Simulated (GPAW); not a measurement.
# HBr: geometry relaxation (part 3 of 3)

HBr, SMILES Br; RPBE/sz(dzp), UKS, dispersion D4, scalar-relativistic datasets (GPAW 26.7.0). The atoms were displaced at random from an optimised geometry.

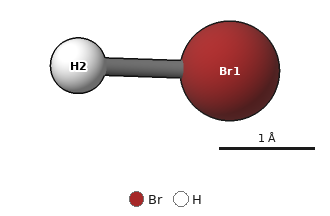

Figure 1. The geometry at step 4 of the log (ball-and-stick view, seen at a tilt; atoms are numbered from 1 in the order of the input).

**The program's output, continued**
```
Local magnetic moments
|        x |        y |         z |
|----------|----------|-----------|
| 0.000000 | 0.000000 |  0.000000 |  # Br   0
| 0.000000 | 0.000000 | -0.000000 |  # H    1

Fermi level: -4.545
Eigenvalues  # (at kpt = [0.000, 0.000, 0.000])
| band index |      eig [eV] | occ [0-1] |      eig [eV] | occ [0-1] |
|------------|---------------|-----------|---------------|-----------|
|          0 |       -19.698 |     1.000 |       -19.698 |     1.000 |
|          1 |       -10.411 |     1.000 |       -10.411 |     1.000 |
|          2 |        -6.789 |     1.000 |        -6.789 |     1.000 |
|          3 |        -6.788 |     1.000 |        -6.788 |     1.000 |
|          4 |        -2.302 |     0.000 |        -2.302 |     0.000 |

Gap: 4.487 eV
Transition (v -> c):
  (s=0, k=0, n=3, [0.00, 0.00, 0.00]) -> (s=1, k=0, n=4, [0.00, 0.00, 0.00])
No difference between direct/indirect transitions
vacuum-level: 0.000  # V

Forces  # eV/Ang
|        x |        y |        z |
|----------|----------|----------|
|  0.52372 | -0.26655 |  0.29247 |  # Br   0
| -0.52426 |  0.28085 | -0.28360 |  # H    1

Force computation time: 0.025  # s
FIRE:    4 00:00:18       -3.580902        0.658492
       .-------------------------.
      /|                         |
     / |                         |
    /  |                         |
   /   |                         |
  /    |                         |
 *     |                         |
 |     |                         |
 |     |                         |
 |     |          H              |
 |     |        Br               |
 |     |                         |
 |     |                         |
 |     .-------------------------.
 |    /                         /
 |   /                         /
 |  /                         /
 | /                         /
 |/                         /
 *-------------------------*

Atoms  # Å, Bohr magnetons
|   | symbol |        x |        y |        z |    initial magnetic moments |
|---|--------|----------|----------|----------|-----------------------------|
| 0 |     Br | 4.552488 | 5.139996 | 4.844893 | ( 0.0000,  0.0000,  0.0000) |
| 1 |      H | 5.847393 | 4.460235 | 5.555369 | ( 0.0000,  0.0000, -0.0000) |

Unit cell  # Å
| periodic |         x |        y |         z |   lengths |    angles |
|----------|-----------|----------|-----------|-----------|-----------|
|       no | 10.400000 | 0.000000 |  0.000000 | 10.400000 | 90.000000 |
|       no |  0.000000 | 9.600000 |  0.000000 |  9.600000 | 90.000000 |
|       no |  0.000000 | 0.000000 | 10.400000 | 10.400000 | 90.000000 |

Initialization done in: 0.489 s

convergence criteria:
- Maximum [total energy] change in last 3 cyles: 0.0005 eV / valence electron
- Maximum integral of absolute [dens]ity change: 0.0001 electrons / valence electron
- Maximum integral of absolute [eigenst]ate change: 4e-08 eV^2 / valence electron
maximum number of iterations: 100

SCF iterations
|iter     |     time |      energy | eigst |  dens |  magmom |
|---------|----------|-------------|-------|-------|---------|
|iter:   1| 00:00:19 |   -3.556182 |      c|       |  +0.0000|
|iter:   2| 00:00:19 |   -3.556135 |      c| -2.70 |  -0.0000|
|iter:   3| 00:00:20 |   -3.555954c|      c| -2.74 |  -0.0000|
|iter:   4| 00:00:20 |   -3.555924c|      c| -3.16 |  +0.0000|
|iter:   5| 00:00:21 |   -3.555921c|      c| -3.59 |  -0.0000|
|iter:   6| 00:00:21 |   -3.555921c|      c| -4.46c|  +0.0000|

Converged in 6 steps
SCF loop duration: 2.438 s (0.406 s/step)
Energy contributions relative to reference atoms: (reference = -70921.434995)

Energy contributions:
  Kinetic:          11.326442
  Coulomb:         -11.362490
  Zero:              0.022789
  External:          0.000000
  Xc:               -3.542662
  Entropy:           0.000000
  Spinorbit:         0.000000
  ----------------------------
  Free energy:      -3.555921
  Extrapolated:     -3.555921

dipole moment: (0.112156, -0.058872, 0.061532)  # |e|*Ang

Total magnetic moment: (0.000000, 0.000000, 0.000000)

Local magnetic moments
|        x |        y |        z |
|----------|----------|----------|
| 0.000000 | 0.000000 | 0.000000 |  # Br   0
| 0.000000 | 0.000000 | 0.000000 |  # H    1

Fermi level: -4.509
Eigenvalues  # (at kpt = [0.000, 0.000, 0.000])
| band index |      eig [eV] | occ [0-1] |      eig [eV] | occ [0-1] |
|------------|---------------|-----------|---------------|-----------|
|          0 |       -19.732 |     1.000 |       -19.732 |     1.000 |
|          1 |       -10.445 |     1.000 |       -10.445 |     1.000 |
|          2 |        -6.799 |     1.000 |        -6.799 |     1.000 |
|          3 |        -6.798 |     1.000 |        -6.798 |     1.000 |
|          4 |        -2.220 |     0.000 |        -2.220 |     0.000 |

Gap: 4.578 eV
Transition (v -> c):
  (s=0, k=0, n=3, [0.00, 0.00, 0.00]) -> (s=1, k=0, n=4, [0.00, 0.00, 0.00])
No difference between direct/indirect transitions
vacuum-level: 0.000  # V

Forces  # eV/Ang
|        x |        y |        z |
|----------|----------|----------|
|  0.38725 | -0.19651 |  0.21832 |  # Br   0
| -0.39459 |  0.21279 | -0.21289 |  # H    1

Force computation time: 0.026  # s
FIRE:    5 00:00:21       -3.587377        0.495906
       .-------------------------.
      /|                         |
     / |                         |
    /  |                         |
   /   |                         |
  /    |                         |
 *     |                         |
 |     |                         |
 |     |                         |
 |     |          H              |
 |     |        Br               |
 |     |                         |
 |     |                         |
 |     .-------------------------.
 |    /                         /
 |   /                         /
 |  /                         /
 | /                         /
 |/                         /
 *-------------------------*

Atoms  # Å, Bohr magnetons
|   | symbol |        x |        y |        z |    initial magnetic moments |
|---|--------|----------|----------|----------|-----------------------------|
| 0 |     Br | 4.557948 | 5.137209 | 4.847938 | ( 0.0000,  0.0000,  0.0000) |
| 1 |      H | 5.841923 | 4.463161 | 5.552408 | ( 0.0000,  0.0000,  0.0000) |

Unit cell  # Å
| periodic |         x |        y |         z |   lengths |    angles |
|----------|-----------|----------|-----------|-----------|-----------|
|       no | 10.400000 | 0.000000 |  0.000000 | 10.400000 | 90.000000 |
|       no |  0.000000 | 9.600000 |  0.000000 |  9.600000 | 90.000000 |
|       no |  0.000000 | 0.000000 | 10.400000 | 10.400000 | 90.000000 |

Initialization done in: 0.478 s

convergence criteria:
- Maximum [total energy] change in last 3 cyles: 0.0005 eV / valence electron
- Maximum integral of absolute [dens]ity change: 0.0001 electrons / valence electron
- Maximum integral of absolute [eigenst]ate change: 4e-08 eV^2 / valence electron
maximum number of iterations: 100

SCF iterations
|iter     |     time |      energy | eigst |  dens |  magmom |
|---------|----------|-------------|-------|-------|---------|
|iter:   1| 00:00:22 |   -3.561576 |      c|       |  -0.0000|
|iter:   2| 00:00:22 |   -3.561507 |      c| -2.62 |  -0.0000|
|iter:   3| 00:00:23 |   -3.561232c|      c| -2.66 |  -0.0000|
|iter:   4| 00:00:23 |   -3.561193c|      c| -3.11 |  -0.0000|
|iter:   5| 00:00:24 |   -3.561190c|      c| -3.52 |  +0.0000|
|iter:   6| 00:00:24 |   -3.561190c|      c| -4.39c|  +0.0000|

Converged in 6 steps
SCF loop duration: 2.407 s (0.401 s/step)
Energy contributions relative to reference atoms: (reference = -70921.434995)

Energy contributions:
  Kinetic:          11.517284
  Coulomb:         -11.510269
  Zero:              0.022332
  External:          0.000000
  Xc:               -3.590538
  Entropy:           0.000000
  Spinorbit:         0.000000
  ----------------------------
  Free energy:      -3.561190
  Extrapolated:     -3.561190

dipole moment: (0.112592, -0.059104, 0.061770)  # |e|*Ang

Total magnetic moment: (0.000000, 0.000000, 0.000000)

Local magnetic moments
|        x |        y |        z |
|----------|----------|----------|
| 0.000000 | 0.000000 | 0.000000 |  # Br   0
| 0.000000 | 0.000000 | 0.000000 |  # H    1

Fermi level: -4.465
Eigenvalues  # (at kpt = [0.000, 0.000, 0.000])
| band index |      eig [eV] | occ [0-1] |      eig [eV] | occ [0-1] |
|------------|---------------|-----------|---------------|-----------|
|          0 |       -19.774 |     1.000 |       -19.774 |     1.000 |
|          1 |       -10.488 |     1.000 |       -10.488 |     1.000 |
|          2 |        -6.811 |     1.000 |        -6.811 |     1.000 |
|          3 |        -6.811 |     1.000 |        -6.811 |     1.000 |
|          4 |        -2.120 |     0.000 |        -2.120 |     0.000 |

Gap: 4.691 eV
Transition (v -> c):
  (s=1, k=0, n=3, [0.00, 0.00, 0.00]) -> (s=0, k=0, n=4, [0.00, 0.00, 0.00])
No difference between direct/indirect transitions
vacuum-level: 0.000  # V

Forces  # eV/Ang
|        x |        y |        z |
|----------|----------|----------|
|  0.21280 | -0.10813 |  0.12156 |  # Br   0
| -0.22322 |  0.12153 | -0.12103 |  # H    1

Force computation time: 0.025  # s
FIRE:    6 00:00:24       -3.592641        0.281135
       .-------------------------.
      /|                         |
     / |                         |
    /  |                         |
   /   |                         |
  /    |                         |
 *     |                         |
 |     |                         |
 |     |                         |
 |     |          H              |
 |     |        Br               |
 |     |                         |
 |     |                         |
 |     .-------------------------.
 |    /                         /
 |   /                         /
 |  /                         /
 | /                         /
 |/                         /
 *-------------------------*

Atoms  # Å, Bohr magnetons
|   | symbol |        x |        y |        z |    initial magnetic moments |
|---|--------|----------|----------|----------|-----------------------------|
| 0 |     Br | 4.563925 | 5.134160 | 4.851286 | ( 0.0000,  0.0000,  0.0000) |
| 1 |      H | 5.835887 | 4.466401 | 5.549139 | ( 0.0000,  0.0000,  0.0000) |

Unit cell  # Å
| periodic |         x |        y |         z |   lengths |    angles |
|----------|-----------|----------|-----------|-----------|-----------|
|       no | 10.400000 | 0.000000 |  0.000000 | 10.400000 | 90.000000 |
|       no |  0.000000 | 9.600000 |  0.000000 |  9.600000 | 90.000000 |
|       no |  0.000000 | 0.000000 | 10.400000 | 10.400000 | 90.000000 |

Initialization done in: 0.491 s

convergence criteria:
- Maximum [total energy] change in last 3 cyles: 0.0005 eV / valence electron
- Maximum integral of absolute [dens]ity change: 0.0001 electrons / valence electron
- Maximum integral of absolute [eigenst]ate change: 4e-08 eV^2 / valence electron
maximum number of iterations: 100

SCF iterations
```

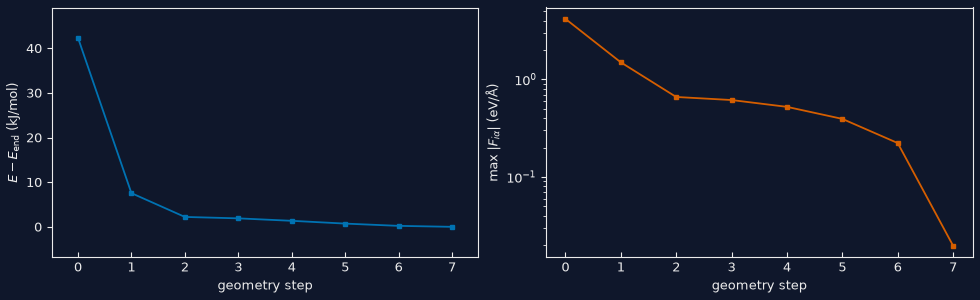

Figure 2. Progress of the relaxation, step by step (steps are counted from 0).

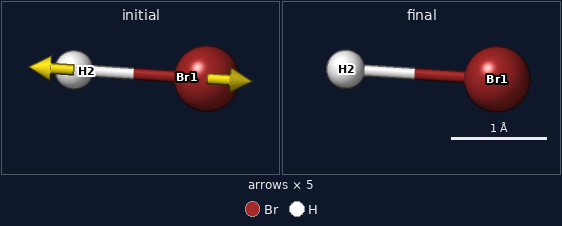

Figure 3. Before (left) and after (right) the relaxation, at one scale (ball-and-stick view, seen at a tilt). The yellow arrows give the displacements, magnified 5 times. The energy falls by 42.3 kJ/mol in 7 geometry steps. The largest force component goes from 4.2 to 0.02 eV/Å. The largest moves after the best rigid fit, 0.098 Å, are those of Br1 and H2. By element the largest moves are Br 0.098 Å, H 0.098 Å. Among the contacts that change: Br1–H2 1.402 → 1.597 Å. (Atoms are counted from 1 in the order of the input.)

```
|iter     |     time |      energy | eigst |  dens |  magmom |
|---------|----------|-------------|-------|-------|---------|
|iter:   1| 00:00:25 |   -3.563904c|      c|       |  +0.0000|
|iter:   2| 00:00:25 |   -3.563822c|      c| -2.58 |  +0.0000|
|iter:   3| 00:00:26 |   -3.563485c|      c| -2.62 |  +0.0000|
|iter:   4| 00:00:26 |   -3.563442c|      c| -3.09 |  +0.0000|
|iter:   5| 00:00:27 |   -3.563438c|      c| -3.50 |  +0.0000|
|iter:   6| 00:00:27 |   -3.563438c|      c| -4.37c|  +0.0000|

Converged in 6 steps
SCF loop duration: 2.468 s (0.411 s/step)
Energy contributions relative to reference atoms: (reference = -70921.434995)

Energy contributions:
  Kinetic:          11.739430
  Coulomb:         -11.680375
  Zero:              0.021901
  External:          0.000000
  Xc:               -3.644394
  Entropy:           0.000000
  Spinorbit:         0.000000
  ----------------------------
  Free energy:      -3.563438
  Extrapolated:     -3.563438

dipole moment: (0.113097, -0.059370, 0.062044)  # |e|*Ang

Total magnetic moment: (0.000000, 0.000000, 0.000000)

Local magnetic moments
|        x |        y |         z |
|----------|----------|-----------|
| 0.000000 | 0.000000 | -0.000000 |  # Br   0
| 0.000000 | 0.000000 | -0.000000 |  # H    1

Fermi level: -4.416
Eigenvalues  # (at kpt = [0.000, 0.000, 0.000])
| band index |      eig [eV] | occ [0-1] |      eig [eV] | occ [0-1] |
|------------|---------------|-----------|---------------|-----------|
|          0 |       -19.822 |     1.000 |       -19.822 |     1.000 |
|          1 |       -10.534 |     1.000 |       -10.534 |     1.000 |
|          2 |        -6.825 |     1.000 |        -6.825 |     1.000 |
|          3 |        -6.825 |     1.000 |        -6.825 |     1.000 |
|          4 |        -2.007 |     0.000 |        -2.007 |     0.000 |

Gap: 4.818 eV
Transition (v -> c):
  (s=1, k=0, n=3, [0.00, 0.00, 0.00]) -> (s=0, k=0, n=4, [0.00, 0.00, 0.00])
No difference between direct/indirect transitions
vacuum-level: 0.000  # V

Forces  # eV/Ang
|        x |        y |        z |
|----------|----------|----------|
|  0.01182 | -0.00363 |  0.00954 |  # Br   0
| -0.02007 |  0.01255 | -0.00982 |  # H    1

Force computation time: 0.025  # s
FIRE:    7 00:00:27       -3.594884        0.025243
Converged: True
Final energy            -3.59488 eV
r(H1-Br0): 1.5971 Ang
```

**Trajectory as extended XYZ (Å, eV, eV/Å), 8 frames, from step=0 to step=7**
```
2
Properties=species:S:1:pos:R:3:forces:R:3 step=0 energy=-3.15596
Br    4.6417    5.0930    4.8936   -4.1802   2.1972  -2.2865
H     5.7583    4.5070    5.5064    4.1720  -2.1932   2.2914
2
Properties=species:S:1:pos:R:3:forces:R:3 step=1 energy=-3.51667
Br    4.5999    5.1150    4.8708   -1.4983   0.7833  -0.8204
H     5.8000    4.4851    5.5293    1.4964  -0.7835   0.8222
2
Properties=species:S:1:pos:R:3:forces:R:3 step=2 energy=-3.57191
Br    4.5431    5.1448    4.8397    0.6616  -0.3399   0.3659
H     5.8567    4.4553    5.5604   -0.6555   0.3483  -0.3561
2
Properties=species:S:1:pos:R:3:forces:R:3 step=3 energy=-3.57521
Br    4.5448    5.1439    4.8406    0.6154  -0.3151   0.3413
H     5.8550    4.4562    5.5595   -0.6115   0.3258  -0.3316
2
Properties=species:S:1:pos:R:3:forces:R:3 step=4 energy=-3.58090
Br    4.5480    5.1423    4.8424    0.5234  -0.2664   0.2923
H     5.8519    4.4578    5.5578   -0.5239   0.2807  -0.2834
2
Properties=species:S:1:pos:R:3:forces:R:3 step=5 energy=-3.58738
Br    4.5525    5.1400    4.8449    0.3869  -0.1963   0.2182
H     5.8474    4.4602    5.5554   -0.3943   0.2126  -0.2127
2
Properties=species:S:1:pos:R:3:forces:R:3 step=6 energy=-3.59264
Br    4.5579    5.1372    4.8479    0.2125  -0.1080   0.1214
H     5.8419    4.4632    5.5524   -0.2229   0.1214  -0.1209
2
Properties=species:S:1:pos:R:3:forces:R:3 step=7 energy=-3.59488
Br    4.5639    5.1342    4.8513    0.0115  -0.0035   0.0094
H     5.8359    4.4664    5.5491   -0.0198   0.0124  -0.0097
```

The run was set up as follows.

**The input (run_relax.py)**
```python
from ase.calculators.mixing import SumCalculator
from ase.io import read, write
from ase.optimize import FIRE
from dftd4.ase import DFTD4
from gpaw import GPAW
from gpaw.utilities.adjust_cell import adjust_cell

system = read('run.xyz')
adjust_cell(system, 4.5, h=0.2)

calc = GPAW(mode='lcao',
            h=0.2,
            symmetry='off',
            spinpol=True,
            maxiter=100,
            xc='RPBE',
            basis='sz(dzp)',
            txt='-')
system.calc = SumCalculator([DFTD4(method='RPBE'), calc])

opt = FIRE(system, trajectory='run.traj')
converged = opt.run(fmax=0.05, steps=100)
print('Converged:', converged)
print(f'Final energy            {system.get_potential_energy():.5f} eV')
print(f'r(H1-Br0): {system.get_distance(1, 0):.4f} Ang')
write('relaxed.xyz', system)
```

**File run.xyz**
```
2

Br    -0.628865     0.291647    -0.252433
H      0.487674    -0.294388     0.360270
```

Run as:
```bash
OMP_NUM_THREADS=1 python run_relax.py
```

**Summary**

| quantity | value |
| --- | --- |
| outcome | converged |
| energy relative to the program's reference atoms | −3.5949 eV |
| dispersion energy | −0.001156 hartree |
| basis functions | 5 |
| largest force | 0.025 eV/Å |
| HOMO | −6.82 eV |
| LUMO | −2.01 eV |
| dipole moment | 0.68 D |
| hardware | 1 thread of Arm Neoverse V2, 24 GiB of memory available, shared host |
| wall time | 28 s |
| peak memory | 0.5 GiB |

**Remarks**

Settings chosen away from the usual ones: spinpol set to true.
